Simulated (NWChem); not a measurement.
# the pair GeClF···ZnH2, step by step

Aim: the energy (singlet ZnGeH2ClF, M06-2X/6-31G*), then the energy (singlet GeClF, M06-2X/6-31G*), then a single-point energy (singlet ZnH2, M06-2X/6-31G*), then the energy (singlet GeClF, M06-2X/6-31G*), then the energy (singlet ZnH2, M06-2X/6-31G*) of ClFGeH2Zn and its partners. 

The results are computed with NWChem 7.3.0.

## (1) Starting point

ZnGeH2ClF: 6 atoms, total charge 0, spin state singlet. The two molecules were placed rigidly side by side, at 1 times their contact distance; the pair isn't optimised.

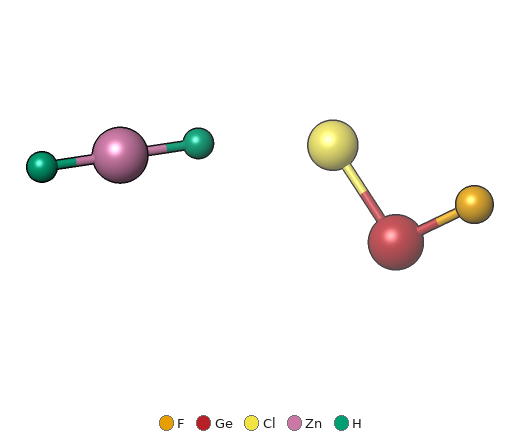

Viewed from a chosen angle; fluorine amber, germanium red, chlorine yellow, zinc pink, hydrogen teal.

## (2) The energy at M06-2X/6-31G(d) (spherical functions) (run 1)

Contents of struct.nw:

```
start struct
title "ClFGeH2Zn M06-2X"
memory stack 880 mb heap 220 mb global 1100 mb
charge 0

geometry units bohr noautosym nocenter noautoz
  F    0.21542878   2.72177254   0.39791963
  Ge  -1.43468007   0.10809233  -0.76709653
  Cl   1.21925130  -2.82986487   0.36919579
  Zn   3.55669133  -8.07376038  -5.84407253
  H    3.82728122 -10.15587952  -7.87118174
  H    3.28610145  -5.99147116  -3.81715229
end

basis spherical bse
  F library 6-31G*
  Ge library 6-31G*
  Cl library 6-31G*
  Zn library 6-31G*
  H library 6-31G*
end

dft
  xc m06-2x
  grid fine
  convergence energy 1e-08
  maxiter 100
  mulliken
  print low
end

task dft energy
```

Started as:

```sh
nwchem struct.nw > struct.out
```

Output:

```text
[...]
 d= 0,ls=0.0,diis     1  -4416.8612493217 -4.87D+03  1.19D-02  6.29D-01     3.3
[...]
 d= 0,ls=0.0,diis    10  -4416.9447615986 -1.03D-09  4.59D-07  1.99D-09    22.3
         Total DFT energy =    -4416.944761598570
      One electron energy =    -7050.063448051342
           Coulomb energy =     2373.867541950231
    Exchange-Corr. energy =     -189.763347026890
 Nuclear repulsion energy =      449.014491529431
[...]
      Total Density - Mulliken Population Analysis
     ---------------------------------------------
    Atom       Charge   Shell Charges
 -----------   ------   -------------------------------------------------------
    1 F    9     9.45   2.00  0.92  3.27  1.05  2.20  0.01
    2 Ge  32    31.30   2.00  2.00  6.00  2.00  5.99  1.49  1.13  0.36  0.14  6.92  2.93  0.34
    3 Cl  17    17.25   2.00  2.00  5.98  1.39  3.60  0.55  1.72  0.01
    4 Zn  30    29.80   2.00  2.00  6.00  2.00  6.00  0.83  0.59  0.31  0.16  6.83  3.09  0.00
    5 H    1     1.11   0.49  0.62
    6 H    1     1.10   0.48  0.61
[...]
```

It took 23 s on 1 thread of AMD EPYC 9R14 (Zen 4), shared host; peak memory 0.12 GiB.

## (3) GeClF: a single-point energy at M06-2X/6-31G(d) (spherical functions) (run 2)

Contents of clfge.nw:

```
echo
START clfge
TITLE "ClFGe energy"
memory 2200 mb
GEOMETRY noautosym nocenter noautoz
   F     0.114000    1.440300    0.210570
   Ge   -0.759200    0.057200   -0.405930
   Cl    0.645200   -1.497500    0.195370
END
BASIS "ao basis" spherical bse
   F library 6-31G*
   Ge library 6-31G*
   Cl library 6-31G*
END
DFT
   xc m06-2x
   mult 1
   grid fine
   convergence energy 1e-08
   iterations 100
   mulliken
   noprint "final vectors analysis"
END
TASK dft energy
```

Started as:

```sh
nwchem clfge.nw > clfge.out
```

Output:

```text
[...]
          Wavefunction type:  closed shell.
          No. of atoms     :     3
          No. of electrons :    58
[...]
          Charge           :     0
          Spin multiplicity:     1
[...]
          AO basis - number of functions:    64
[...]
              XC Information
              --------------
                       M06-2X Method XC Functional
                     Hartree-Fock (Exact) Exchange  0.540
                        M06-2X Exchange Functional  1.000
                      M06-2X Correlation Potential  1.000
[...]
 d= 0,ls=0.0,diis     1  -2636.6871580481 -2.88D+03  1.77D-02  5.71D-01     1.4
[...]
 d= 0,ls=0.0,diis     9  -2636.7590726075 -8.03D-09  1.73D-06  2.85D-09     8.2
         Total DFT energy =    -2636.759072607465
      One electron energy =    -4160.336383643950
           Coulomb energy =     1395.026084709958
    Exchange-Corr. energy =     -117.826143453942
 Nuclear repulsion energy =      246.377369780469
[...]
      Total Density - Mulliken Population Analysis
     ---------------------------------------------
    Atom       Charge   Shell Charges
 -----------   ------   -------------------------------------------------------
    1 F    9     9.45   2.00  0.92  3.27  1.05  2.20  0.01
    2 Ge  32    31.29   2.00  2.00  6.00  2.00  5.99  1.50  1.12  0.36  0.13  6.92  2.93  0.34
    3 Cl  17    17.26   2.00  2.00  5.98  1.39  3.61  0.55  1.72  0.01
[...]
```

Wall time 8.7 s (1 thread of AMD EPYC 9R14 (Zen 4), shared host); peak memory 0.11 GiB.

## (4) ZnH2: a single-point energy at M06-2X/6-31G(d) (spherical functions) (run 3)

Contents of run.nw:

```
start run
title "H2Zn energy"
memory total 2200 mb
charge 0

geometry units bohr noautosym nocenter noautoz
   Zn   3.55669133  -8.07376038  -5.84407253
   H    3.82728122 -10.15587952  -7.87118174
   H    3.28610145  -5.99147116  -3.81715229
end

basis spherical bse
   * library 6-31G*
end

dft
   xc m06-2x
   grid fine
   convergence energy 1e-08
   iterations 100
   mulliken
   print low
end

task dft energy
```

Started as:

```sh
nwchem run.nw > run.out
```

Output:

```text
[...]
 d= 0,ls=0.0,diis     1  -1780.1762769295 -1.80D+03  9.84D-03  5.25D-02     0.9
[...]
 d= 0,ls=0.0,diis     7  -1780.1868768483 -4.05D-09  8.98D-07  6.97D-10     3.4
         Total DFT energy =    -1780.186876848259
      One electron energy =    -2525.588041184372
           Coulomb energy =      796.607156048398
    Exchange-Corr. energy =      -71.935892184710
 Nuclear repulsion energy =       20.729900472424
[...]
      Total Density - Mulliken Population Analysis
     ---------------------------------------------
    Atom       Charge   Shell Charges
 -----------   ------   -------------------------------------------------------
    1 Zn  30    29.79   2.00  2.00  6.00  2.00  6.00  0.83  0.59  0.30  0.16  6.83  3.09  0.00
    2 H    1     1.10   0.49  0.62
    3 H    1     1.10   0.49  0.62
[...]
```

Run time: 3.9 s. Hardware: 1 thread of AMD EPYC 9R14 (Zen 4), shared host; peak memory 0.11 GiB.

## (5) GeClF among ghost functions: a single-point energy at M06-2X/6-31G(d) (spherical functions, with ghost functions) (run 4)

Contents of run.nw:

```
start run
memory stack 880 mb heap 220 mb global 1100 mb
geometry units angstrom noautosym nocenter noautoz
   F     0.114000    1.440300    0.210570
   Ge   -0.759200    0.057200   -0.405930
   Cl    0.645200   -1.497500    0.195370
   bqZn     1.882120    -4.272450    -3.092550
   bqH      2.025310    -5.374260    -4.165250
   bqH      1.738930    -3.170550    -2.019950
end
basis spherical bse
   F library 6-31G*
   Ge library 6-31G*
   Cl library 6-31G*
   bqZn library Zn 6-31G*
   bqH library H 6-31G*
end
dft
   xc m06-2x
   grid fine
   convergence energy 1e-08
   iterations 100
   mulliken
   print low
end
task dft energy
```

Started as:

```sh
nwchem run.nw > run.out
```

Output:

```text
[...]
 d= 0,ls=0.0,diis     1  -2636.6873859013 -2.88D+03  1.11D-02  5.71D-01     2.8
[...]
 d= 0,ls=0.0,diis     9  -2636.7593049665 -7.85D-09  1.09D-06  2.81D-09    18.9
         Total DFT energy =    -2636.759304966492
      One electron energy =    -4160.314265929916
           Coulomb energy =     1395.002539550210
    Exchange-Corr. energy =     -117.824948367255
 Nuclear repulsion energy =      246.377369780469
[...]
      Total Density - Mulliken Population Analysis
     ---------------------------------------------
    Atom       Charge   Shell Charges
 -----------   ------   -------------------------------------------------------
    1 F    9     9.45   2.00  0.92  3.27  1.05  2.20  0.01
    2 Ge  32    31.29   2.00  2.00  6.00  2.00  5.99  1.50  1.12  0.36  0.13  6.92  2.93  0.34
    3 Cl  17    17.26   2.00  2.00  5.98  1.39  3.61  0.55  1.72  0.01
    4 X    0     0.01  -0.00 -0.00 -0.00 -0.00  0.00 -0.00  0.00  0.00  0.00 -0.00  0.00  0.00
    5 X    0     0.00  -0.00  0.00
    6 X    0    -0.00   0.00 -0.00
[...]
```

Wall time 20 s (1 thread of AMD EPYC 9R14 (Zen 4), shared host); peak memory 0.12 GiB.

## (6) ZnH2 among ghost functions: a single-point energy at M06-2X/6-31G(d) (spherical functions, with ghost functions) (run 5)

Contents of geom.nw:

```
START geom
TITLE "H2Zn M06-2X"
memory total 2200 mb

GEOMETRY units au noautosym nocenter noautoz
  Zn  3.55669133 -8.07376038 -5.84407253
  H   3.82728122 -10.15587952 -7.87118174
  H   3.28610145 -5.99147116 -3.81715229
  bqF      0.215429     2.721773     0.397920
  bqGe    -1.434680     0.108092    -0.767097
  bqCl     1.219251    -2.829865     0.369196
END

BASIS spherical bse
  Zn library 6-31G*
  H library 6-31G*
  bqF library F 6-31G*
  bqGe library Ge 6-31G*
  bqCl library Cl 6-31G*
END

DFT
  xc m06-2x
  grid fine
  convergence energy 1e-08
  maxiter 100
  mulliken
  print low
END

TASK dft energy
```

Started as:

```sh
nwchem geom.nw > geom.out
```

Output:

```text
[...]
 d= 0,ls=0.0,diis     1  -1780.1764389242 -1.80D+03  3.68D-03  5.30D-02     2.4
[...]
 d= 0,ls=0.0,diis     7  -1780.1870446156 -4.38D-09  3.50D-07  7.21D-10    13.3
         Total DFT energy =    -1780.187044615617
      One electron energy =    -2525.585904212187
           Coulomb energy =      796.604761010112
    Exchange-Corr. energy =      -71.935801885965
 Nuclear repulsion energy =       20.729900472424
[...]
      Total Density - Mulliken Population Analysis
     ---------------------------------------------
    Atom       Charge   Shell Charges
 -----------   ------   -------------------------------------------------------
    1 Zn  30    29.79   2.00  2.00  6.00  2.00  6.00  0.83  0.59  0.30  0.15  6.83  3.09  0.00
    2 H    1     1.10   0.49  0.62
    3 H    1     1.10   0.49  0.62
    4 X    0    -0.00   0.00  0.00  0.00 -0.00 -0.00 -0.00
    5 X    0     0.00  -0.00 -0.00 -0.00 -0.00  0.00 -0.00 -0.00  0.00  0.00 -0.00 -0.00 -0.00
    6 X    0     0.00  -0.00 -0.00  0.00 -0.00 -0.00  0.00  0.00  0.00
[...]
```

Wall time 14 s (1 thread of AMD EPYC 9R14 (Zen 4), shared host); peak memory 0.12 GiB.

## (7) Results

| quantity | value |
| --- | --- |
| run 1, M06-2X/6-31G*: total energy | -4416.94476 Eh |
| GeClF: total energy | -2636.75907 Eh |
| GeClF: dipole moment | 2.27 D |
| ZnH2: total energy | -1780.18688 Eh |
| GeClF among ghost functions: total energy | -2636.75930 Eh |
| ZnH2 among ghost functions: total energy | -1780.18704 Eh |
| interaction energy of the rigid parts GeClF and ZnH2 (parts in their own basis; closest atoms 2.98 Å apart) | 0.032 eV |
| interaction energy of the rigid parts GeClF and ZnH2 (parts in the whole basis, counterpoise; closest atoms 2.98 Å apart) | 0.043 eV |

What this shows: The interaction energy of the rigid parts GeClF and ZnH2 (parts in their own basis; closest atoms 2.98 Å apart) is 0.03 eV (3.1 kJ/mol): the parts repel at this shape. Without counterpoise this holds the superposition error of the basis. The interaction energy of the rigid parts GeClF and ZnH2 (parts in the whole basis, counterpoise; closest atoms 2.98 Å apart) is 0.04 eV (1.0 kcal/mol): the parts repel at this shape. The basis-set superposition error is 1.1 kJ/mol. Mulliken charges (run 1, M06-2X/6-31G*) run from -0.45 on F1 to +0.70 on Ge2. Mulliken charges (GeClF) run from -0.45 on F1 to +0.71 on Ge2; they depend strongly on the basis. Mulliken charges (ZnH2) run from -0.10 on H2 to +0.21 on Zn1.
